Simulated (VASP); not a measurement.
Band structure of Cu$_{3}$Sn (space group Pmmn). Calculation: PBEsol GGA, VASP's PBE PAW potentials (set 64) (plane waves; VASP).

Unless said otherwise, spin-orbit coupling is left out, though it shifts the bands of the heavy elements here.

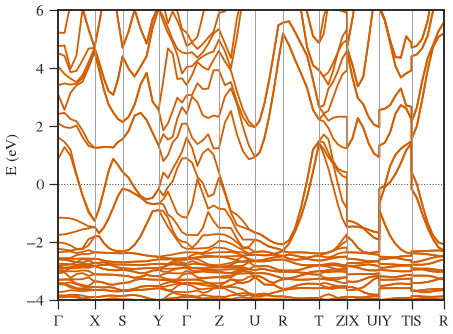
Bands along high-symmetry lines, zero at the valence-band maximum or, without a gap, the Fermi level

Task: Read the plot: is there a gap, and where are the band edges?

Result: It has no gap at this level: it comes out as a metal or semimetal. (Edges off the drawn lines would not show.)

The structure comes from a measured Cu3Sn entry (Pmmn) of the Crystallography Open Database, whose conditions weren't checked. It was relaxed first.
